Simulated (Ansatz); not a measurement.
# CH3O (SMILES C[O]): levels of theory compared

We compute a comparison of 5 runs (UHF/6-31+G*, UHF/def2-SVP, UHF/6-311G**, UB3LYP/6-31G*, UBLYP/def2-TZVP) of CH3O. 

The calculation is run with Ansatz 0.2.0.

3 further runs of the same task are left out: 3 set aside as unsound or not needed.

## (1) Starting point

CH3O: 5 atoms, total charge 0, spin state doublet. SMILES: `C[O]`. The coordinates come from a PBE0-D4/def2-TZVP relaxation.

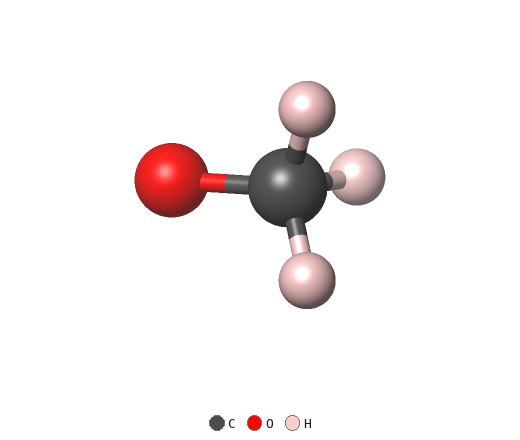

The structure, seen from a chosen angle (carbon dark grey, oxygen red, hydrogen pink).

## (2) Energy and gradient at UHF/6-31+G(d) (spherical functions) (run 1)

Contents of in.yaml:

```yaml
crystal:
  periodic: [false, false, false]
  atoms:
    - {symbol: C, position_ang: [-0.000300, 0.051900, 0.013800]}
    - {symbol: O, position_ang: [0.981100, -0.843300, -0.254000]}
    - {symbol: H, position_ang: [-0.948700, -0.508200, -0.108100]}
    - {symbol: H, position_ang: [-0.041600, 0.884500, -0.703800]}
    - {symbol: H, position_ang: [0.009500, 0.415200, 1.052100]}
basis:
  gaussian: {orbitals: 6-31+G_st_-spherical.json}
magnetization: {spin_polarized: true, initial_magnetization: 1}
hamiltonian: {xc: hf}
accuracy: high
output: {forces: true, orbitals: {seedname: orbitals}}
```

The basis set 6-31+G* is read from a file made from the Basis Set Exchange's data (not shown).

On the command line:

```console
ansatz run in.yaml --threads 1 --pin off --max-ram 2610MiB --events-out events.jsonl --progress --plain --runs-dir runs
```

Log:

```text
Warning: RAYON_NUM_THREADS=1 ignored (pool sized by the plan → 1); use --threads N
Functional definition: HF
  name "HF"
  exchange = exact_x
  correlation = 0
883 factors; integrals over basis functions are off by at most 3.4e-9 eV
mean field evaluation 1: about -3110.4080 eV, gradient 2.0e1 eV
mean field evaluation 2: about -3110.4621 eV, gradient 2.0e1 eV
mean field evaluation 4: about -3113.3117 eV, gradient 3.7e0 eV
mean field evaluation 8: about -3113.6023 eV, gradient 1.7e-1 eV
mean field evaluation 16: about -3113.6028 eV, gradient 5.7e-8 eV
mean field evaluation 32: about -3113.4579 eV, gradient 7.7e-1 eV
mean field evaluation 64: about -3113.4621 eV, gradient 3.7e-1 eV
mean field -3113.60276076 eV, -114.4227909822 hartree, gradient 5.7e-8 eV, S^2 0.759417; 2 other end points of the search recorded, 0 dependent functions left out
the calculation of the forces begins
reference -3113.60276076 eV, -114.4227909822 hartree; 9, 8 occupied and 33, 34 virtual orbitals, 883 factors
Total energy: -3113.60276076 eV, -114.4227909822 hartree
Atom 0 at    -0.000300     0.051900     0.013800 Å, force    -1.630223     0.607166     0.214161 eV/Å
Atom 1 at     0.981100    -0.843300    -0.254000 Å, force     0.691914    -0.411982    -0.130292 eV/Å
Atom 2 at    -0.948700    -0.508200    -0.108100 Å, force     0.483235     0.232515     0.047129 eV/Å
Atom 3 at    -0.041600     0.884500    -0.703800 Å, force     0.239520    -0.326852     0.360484 eV/Å
Atom 4 at     0.009500     0.415200     1.052100 Å, force     0.215554    -0.100848    -0.491482 eV/Å
Dipole moment:    -0.326564     0.258251     0.078541 e Å
```

Run time: 2 s. Hardware: 1 thread of AMD EPYC 7R43 (Zen 3), shared host.

## (3) Energy and gradient at UHF/def2-SVP (run 2)

Changes to in.yaml since step 2:

```diff
@@ -9,5 +9,9 @@
 basis:
-  gaussian: {orbitals: 6-31+G_st_-spherical.json}
-magnetization: {spin_polarized: true, initial_magnetization: 1}
-hamiltonian: {xc: hf}
+  gaussian:
+    orbitals: def2-SVP
+magnetization:
+  spin_polarized: true
+  initial_magnetization: 1
+hamiltonian:
+  xc: hf
 accuracy: high
```

On the command line:

```console
ansatz run in.yaml --threads 1 --pin off --max-ram 2610MiB --events-out events.jsonl --progress --plain --runs-dir runs
```

Log, cut to the lines that bear on the results:

```text
Warning: RAYON_NUM_THREADS=1 ignored (pool sized by the plan → 1); use --threads N
[... 2 set-up lines as earlier in the session ...]
[...]
965 factors; integrals over basis functions are off by at most 3.4e-9 eV
[...]
mean field -3111.12376244 eV, -114.3316894741 hartree, gradient 6.9e-8 eV, S^2 0.757830; 2 other end points of the search recorded, 0 dependent functions left out
[...]
reference -3111.12376244 eV, -114.3316894741 hartree; 9, 8 occupied and 34, 35 virtual orbitals, 965 factors
Total energy: -3111.12376244 eV, -114.3316894741 hartree
Atom 0 at    -0.000300     0.051900     0.013800 Å, force    -1.066371     0.152704     0.076402 eV/Å
Atom 1 at     0.981100    -0.843300    -0.254000 Å, force     0.454626    -0.221015    -0.072365 eV/Å
Atom 2 at    -0.948700    -0.508200    -0.108100 Å, force     0.283563     0.162684     0.034348 eV/Å
Atom 3 at    -0.041600     0.884500    -0.703800 Å, force     0.170336    -0.107277     0.209118 eV/Å
Atom 4 at     0.009500     0.415200     1.052100 Å, force     0.157847     0.012904    -0.247503 eV/Å
Dipole moment:    -0.319086     0.248777     0.075792 e Å
```

Wall time 2.5 s (1 thread of AMD EPYC 7R43 (Zen 3), shared host).

Runs 3 to 4 aren't shown in full; the table further down has their settings and results.

## (4) Energy and forces at UBLYP/def2-TZVP (run 5)

Contents of input.yaml:

```yaml
crystal:
  periodic: [false, false, false]
  atoms:
    - {symbol: C, position_ang: [-0.000300, 0.051900, 0.013800]}
    - {symbol: O, position_ang: [0.981100, -0.843300, -0.254000]}
    - {symbol: H, position_ang: [-0.948700, -0.508200, -0.108100]}
    - {symbol: H, position_ang: [-0.041600, 0.884500, -0.703800]}
    - {symbol: H, position_ang: [0.009500, 0.415200, 1.052100]}
basis:
  gaussian:
    orbitals: def2-TZVP
hamiltonian:
  xc: {name: BLYP}
accuracy: high
total_charge: 0
magnetization:
  spin_polarized: true
  initial_magnetization: 1
output: {forces: true, orbitals: {seedname: orbitals}}
```

On the command line:

```console
ansatz run input.yaml --threads 1 --pin off --max-ram 2610MiB --events-out events.jsonl --progress --plain --runs-dir runs
```

Log, cut to the lines that bear on the results:

```text
Warning: RAYON_NUM_THREADS=1 ignored (pool sized by the plan → 1); use --threads N
Functional definition: BLYP
  name "BLYP"
[...]
1408 factors; integrals over basis functions are off by at most 3.7e-9 eV
[...]
mean field -3131.14695591 eV, -115.0675282621 hartree, gradient 4.1e-8 eV, S^2 0.752542; 3 other end points of the search recorded, 0 dependent functions left out
[...]
reference -3131.14699923 eV, -115.0675298541 hartree; 9, 8 occupied and 71, 72 virtual orbitals, 1408 factors
Total energy: -3131.14699923 eV, -115.0675298541 hartree
Atom 0 at    -0.000300     0.051900     0.013800 Å, force     0.140987     0.174175     0.044991 eV/Å
Atom 1 at     0.981100    -0.843300    -0.254000 Å, force     0.352725    -0.355196    -0.104984 eV/Å
Atom 2 at    -0.948700    -0.508200    -0.108100 Å, force    -0.322850    -0.122529    -0.023479 eV/Å
Atom 3 at    -0.041600     0.884500    -0.703800 Å, force    -0.092548     0.215875    -0.194502 eV/Å
Atom 4 at     0.009500     0.415200     1.052100 Å, force    -0.078315     0.087675     0.277975 eV/Å
Dipole moment:    -0.353480     0.249922     0.077140 e Å
```

It took 11 s on 1 thread of AMD EPYC 7R43 (Zen 3), shared host.

## (5) Overview of the runs

| run | level | Cartesian functions | energy (Eh) | dipole moment (D) | HOMO energy (eV) | LUMO energy (eV) | wall time |
| --- | --- | --- | --- | --- | --- | --- | --- |
| 1 | UHF/6-31+G* (spherical functions) | no | -114.422791 | 2.04 | -12.12 | 2.24 | 2 s |
| 2 | UHF/def2-SVP | no | -114.331689 | 1.98 | -12.05 | 3.40 | 2.5 s |
| 3 | UHF/6-311G** | no | -114.452308 | 1.93 | -12.00 | 3.32 | 2.4 s |
| 4 | UB3LYP/6-31G* (Cartesian functions) | yes | -115.050302 | 1.98 | -7.08 | -3.56 | 9 s |
| 5 | UBLYP/def2-TZVP | no | -115.067530 | 2.11 | -5.89 | -5.18 | 11 s |

## (6) Summary of results

```
                                 quantity          value
                      run 5: total energy  -115.06753 Eh
                     run 5: dipole moment         2.11 D
run 5: HOMO energy (highest over α and β)       -5.89 eV
 run 5: LUMO energy (lowest over α and β)       -5.18 eV
                              run 5: ⟨S²⟩          0.753
          run 5: largest force on an atom     0.511 eV/Å
```

The dipole moment (its size) runs from 1.93 D (UHF/6-311G**) to 2.11 D (UBLYP/def2-TZVP). The two ends differ in method and basis. Totals of different functionals can't be ranked against each other. All runs together took 27 s, the longest 11 s.
